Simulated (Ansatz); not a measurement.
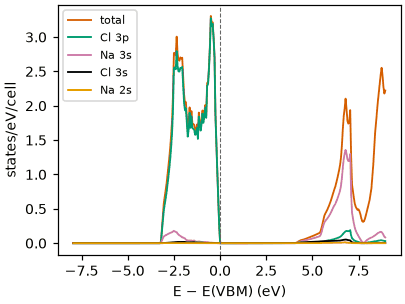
Fig. 1. Total and projected density of states of NaCl (CsCl type, Pm-3m), PBEsol in the plane-wave PAW code Ansatz

Q: Which orbitals carry the states next to the gap?

A: Top 1 eV of the valence band: Cl 3p 99 %. Bottom 1 eV of the conduction band: Na 3s 67 %, Cl 3s 22 %, Cl 3p 8 %. Projections are on Löwdin-orthogonalised atomic valence shells; empty p or d shells of many metals are not among them.

Q: Where is the tallest occupied peak in this window, and what makes it?

A: Near -0.5 eV, about 3.3 states/eV per cell; the largest projected share is Cl 3p.

This is a known high-pressure phase of the composition, computed here at zero pressure and temperature. The PBEsol relaxation kept the symmetry of its start. At this level the phase is dynamically unstable (imaginary phonons).

Potentials: the earlier of the program's two PAW sets. The files were generated under PBE; for other functionals the program regenerates the frozen cores, and for LDA and PBEsol the local potential too.
